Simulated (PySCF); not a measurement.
# H2O3 (trioxidane): a chain of runs

We compute an energy scan (MP2/ANO-RCC-VDZP), then the energy along one coordinate (CCSD(T)/CRENBL) of H2O3 (trioxidane). 

Program for the calculation: PySCF 2.14.0.

### 1 The structure to begin with

H2O3 has 5 atoms, charge 0, and is taken as a singlet. SMILES: `OOO`. The coordinates come from a GFN2-xTB relaxation. This is a higher conformer, about 11 kJ/mol above the lowest found by a separate search.

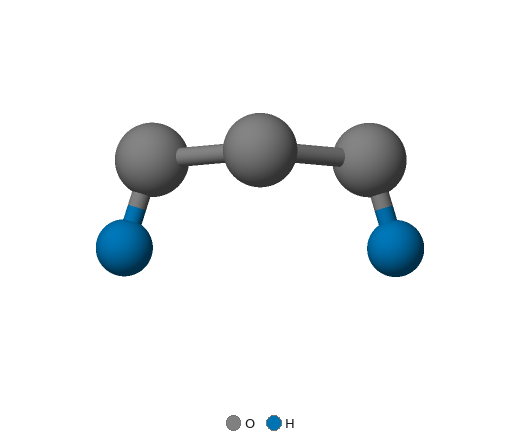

Viewed from a chosen angle; oxygen grey, hydrogen blue.

### 2 An energy scan at MP2/ANO-RCC-VDZP (sfX2C) (run 1)

The input, job.py:

```python
import numpy
from pyscf import gto, mp
from scipy.spatial.transform import Rotation

molecule = gto.M(
    atom='''
O   -0.984020  -0.692710  -0.137760
O   -0.127030  -0.049090   0.747210
O    1.176430  -0.056790   0.262120
H   -1.378730  -0.001520  -0.695970
H    1.313340   0.800110  -0.175600
''',
    max_memory=1860,
    charge=0,
    basis='ano-rcc-vdzp',
    verbose=3,
)

x0 = molecule.atom_coords(unit='angstrom')
axis = x0[0] - x0[1]
r0 = -95.308  # dihedral 3-2-1-4 of the start, degrees
axis /= numpy.linalg.norm(axis)
dm = None
scan, good = [], []
for r in [0, 30, 60, 90, 120, 150, 180, 210, 240, 270, 300, 330]:
    xyz = x0.copy()
    xyz[[0, 3]] = Rotation.from_rotvec(axis * numpy.radians(r - r0)).apply(x0[[0, 3]] - x0[0]) + x0[0]
    molecule.set_geom_(xyz, unit='angstrom')
    calc0 = molecule.RHF()
    calc0 = calc0.x2c()
    calc0.kernel(dm0=dm)
    dm = calc0.make_rdm1()
    pt = mp.MP2(calc0).run()
    etot = pt.e_tot
    scan.append((r, etot))
    good.append(calc0.converged)
    print('dihedral = %.1f deg   E = %.8f Eh   converged: %s' % (r, etot, good[-1]))

e0 = min(e for r, e in scan)
print('angle   E - Emin (kcal/mol)')
for r, e in scan:
    print('%6.3f %10.3f' % (r, (e - e0) * 627.5095))
```

Launch:

```console
$ OMP_NUM_THREADS=1 python job.py
```

Standard output:

```text
converged SCF energy = -225.775662963854
E(RMP2) = -226.361417212139  E_corr = -0.585754248284756
E(SCS-RMP2) = -226.342515651699  E_corr = -0.566852687845266
dihedral = 0.0 deg   E = -226.36141721 Eh   converged: True
converged SCF energy = -225.779283227967
E(RMP2) = -226.36589949034  E_corr = -0.586616262373004
E(SCS-RMP2) = -226.346920914264  E_corr = -0.567637686296625
dihedral = 30.0 deg   E = -226.36589949 Eh   converged: True
converged SCF energy = -225.783072366632
E(RMP2) = -226.370907855618  E_corr = -0.587835488986406
E(SCS-RMP2) = -226.351856773406  E_corr = -0.568784406774167
dihedral = 60.0 deg   E = -226.37090786 Eh   converged: True
converged SCF energy = -225.783479926248
E(RMP2) = -226.371613922056  E_corr = -0.588133995807576
E(SCS-RMP2) = -226.352576059815  E_corr = -0.569096133566221
dihedral = 90.0 deg   E = -226.37161392 Eh   converged: True
converged SCF energy = -225.779907683951
E(RMP2) = -226.366913591691  E_corr = -0.587005907739666
E(SCS-RMP2) = -226.348025994515  E_corr = -0.568118310563353
dihedral = 120.0 deg   E = -226.36691359 Eh   converged: True
converged SCF energy = -225.775031179562
E(RMP2) = -226.360187574331  E_corr = -0.585156394769318
E(SCS-RMP2) = -226.341515928913  E_corr = -0.56648474935117
dihedral = 150.0 deg   E = -226.36018757 Eh   converged: True
converged SCF energy = -225.772707918449
E(RMP2) = -226.356977882781  E_corr = -0.584269964332128
E(SCS-RMP2) = -226.33840700068  E_corr = -0.565699082231072
dihedral = 180.0 deg   E = -226.35697788 Eh   converged: True
converged SCF energy = -225.774535852297
E(RMP2) = -226.359796079018  E_corr = -0.585260226720309
E(SCS-RMP2) = -226.341113992794  E_corr = -0.566578140496366
dihedral = 210.0 deg   E = -226.35979608 Eh   converged: True
converged SCF energy = -225.778273798847
E(RMP2) = -226.365266274035  E_corr = -0.586992475187995
E(SCS-RMP2) = -226.346391564071  E_corr = -0.568117765224547
dihedral = 240.0 deg   E = -226.36526627 Eh   converged: True
converged SCF energy = -225.780168386106
E(RMP2) = -226.368014884121  E_corr = -0.587846498015453
E(SCS-RMP2) = -226.349043140061  E_corr = -0.568874753955114
dihedral = 270.0 deg   E = -226.36801488 Eh   converged: True
converged SCF energy = -225.778539445698
E(RMP2) = -226.365872348707  E_corr = -0.587332903008682
E(SCS-RMP2) = -226.346934053071  E_corr = -0.568394607372333
dihedral = 300.0 deg   E = -226.36587235 Eh   converged: True
converged SCF energy = -225.775656303102
E(RMP2) = -226.361853657321  E_corr = -0.586197354218922
E(SCS-RMP2) = -226.34297074624  E_corr = -0.567314443137777
dihedral = 330.0 deg   E = -226.36185366 Eh   converged: True
angle   E - Emin (kcal/mol)
 0.000      6.399
30.000      3.586
60.000      0.443
90.000      0.000
120.000      2.950
150.000      7.170
180.000      9.184
210.000      7.416
240.000      3.983
270.000      2.258
300.000      3.603
330.000      6.125
```

Run time: 85 s. Hardware: 1 thread of Intel Xeon at 2.50GHz (Skylake/Cascade Lake), shared host; peak memory 0.15 GiB.

The scan, from its lowest point:

| O3–O2–O1–H4 (°) | energy (kJ/mol) |
| --- | --- |
| 0.000 | 26.8 |
| 30.000 | 15.0 |
| 60.000 | 1.9 |
| 90.000 | 0.0 |
| 120.000 | 12.3 |
| 150.000 | 30.0 |
| 180.000 | 38.4 |
| 210.000 | 31.0 |
| 240.000 | 16.7 |
| 270.000 | 9.4 |
| 300.000 | 15.1 |
| 330.000 | 25.6 |

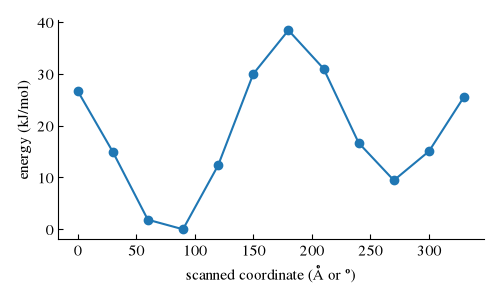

Energy along the scan.

### 3 The energy along one coordinate at CCSD(T)/CRENBL (core potential) (run 2)

The input, start.xyz:

```xyz
5
H2O3
O     -0.984020    -0.692710    -0.137760
O     -0.127030    -0.049090     0.747210
O      1.176430    -0.056790     0.262120
H     -1.378730    -0.001520    -0.695970
H      1.313340     0.800110    -0.175600
```

The input, job.py:

```python
import numpy
from pyscf import gto, scf, cc
from scipy.spatial.transform import Rotation

mol = gto.M(
    atom='start.xyz',
    ecp={'O': 'crenbl'},
    basis='crenbl',
    max_memory=1860,
    verbose=3,
)

x0 = mol.atom_coords(unit='angstrom')
axis = x0[0] - x0[1]
r0 = -95.308  # dihedral 3-2-1-4 of the start, degrees
axis /= numpy.linalg.norm(axis)
dm = None
scan, good = [], []
for r in [0, 30, 60, 90, 120, 150, 180]:
    xyz = x0.copy()
    xyz[[0, 3]] = Rotation.from_rotvec(axis * numpy.radians(r - r0)).apply(x0[[0, 3]] - x0[0]) + x0[0]
    mol.set_geom_(xyz, unit='angstrom')
    calc0 = scf.RHF(mol)
    calc0.kernel(dm0=dm)
    dm = calc0.make_rdm1()
    mycc = cc.CCSD(calc0)
    mycc.kernel()
    e_t = mycc.ccsd_t()
    etot = mycc.e_tot + e_t
    scan.append((r, etot))
    good.append(calc0.converged and mycc.converged)
    print('dihedral = %.1f deg   E = %.8f Eh   converged: %s' % (r, etot, good[-1]))

e0 = min(e for r, e in scan)
print('angle   E - Emin (kcal/mol)')
for r, e in scan:
    print('%6.3f %10.3f' % (r, (e - e0) * 627.5095))
```

Launch:

```console
$ OMP_NUM_THREADS=1 python job.py
```

Standard output:

```text
converged SCF energy = -48.0397646925233
E(CCSD) = -48.46389178469788  E_corr = -0.4241270921745851
CCSD(T) correction = -0.0145709954503017
dihedral = 0.0 deg   E = -48.47846278 Eh   converged: True
converged SCF energy = -48.0449154043863
E(CCSD) = -48.46984634295443  E_corr = -0.4249309385680817
CCSD(T) correction = -0.0146581504125053
dihedral = 30.0 deg   E = -48.48450449 Eh   converged: True
converged SCF energy = -48.0497411229497
E(CCSD) = -48.47592371167759  E_corr = -0.4261825887278669
CCSD(T) correction = -0.0147753271363117
dihedral = 60.0 deg   E = -48.49069904 Eh   converged: True
converged SCF energy = -48.0507462261904
E(CCSD) = -48.4772694143557  E_corr = -0.4265231881652559
CCSD(T) correction = -0.0147675429337526
dihedral = 90.0 deg   E = -48.49203696 Eh   converged: True
converged SCF energy = -48.0478034359588
E(CCSD) = -48.4735365618435  E_corr = -0.4257331258847437
CCSD(T) correction = -0.0146060851500036
dihedral = 120.0 deg   E = -48.48814265 Eh   converged: True
converged SCF energy = -48.0435049770079
E(CCSD) = -48.46775761876694  E_corr = -0.4242526417590257
CCSD(T) correction = -0.0143464940367277
dihedral = 150.0 deg   E = -48.48210411 Eh   converged: True
converged SCF energy = -48.0410787608848
E(CCSD) = -48.46462700768836  E_corr = -0.4235482468035126
CCSD(T) correction = -0.0142185609685044
dihedral = 180.0 deg   E = -48.47884557 Eh   converged: True
angle   E - Emin (kcal/mol)
 0.000      8.518
30.000      4.727
60.000      0.840
90.000      0.000
120.000      2.444
150.000      6.233
180.000      8.278
```

Run time: 55 s. Hardware: 1 thread of Intel Xeon at 2.50GHz (Skylake/Cascade Lake), shared host; peak memory 0.2 GiB.

The scan, from its lowest point:

| O3–O2–O1–H4 (°) | energy (kJ/mol) |
| --- | --- |
| 0.000 | 35.6 |
| 30.000 | 19.8 |
| 60.000 | 3.5 |
| 90.000 | 0.0 |
| 120.000 | 10.2 |
| 150.000 | 26.1 |
| 180.000 | 34.6 |

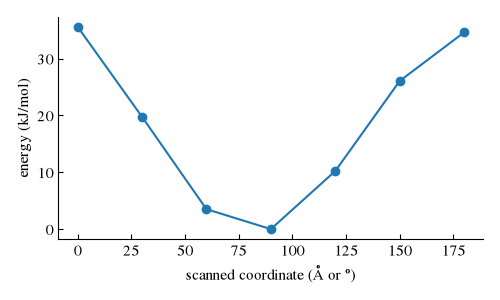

Energy along the scan.
